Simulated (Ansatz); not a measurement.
# Cd2SnO4, pressure series

Take Cd2SnO4 (space group Pbam, No. 55; a = 5.571 Å, b = 9.929 Å, c = 3.199 Å) as the base.

Cell and atoms are relaxed at each pressure.

The values are results of Ansatz (a quantum-chemistry and plane-wave program), PBEsol, PAW, cutoff 420 eV, spin-orbit coupling left out, not measurements.

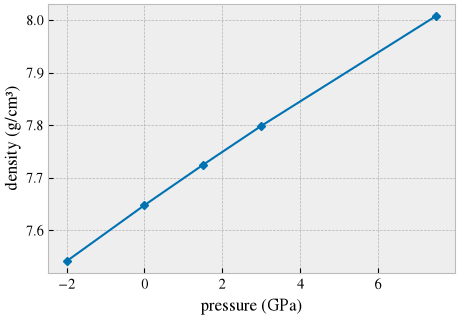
Figure: Density against pressure

### Question
From the plot, what is the density for pressure 7.5 GPa?

### Answer
About 8.01 g/cm³.

### Question
Is the trend monotonic over the range shown?

### Answer
Yes, it rises throughout, spanning 7.54 g/cm³ to 8.01 g/cm³.

Load acts through the strain it causes; cell and atoms are relaxed under it. Stability against distortions was not tested. No other phases were tried under pressure.
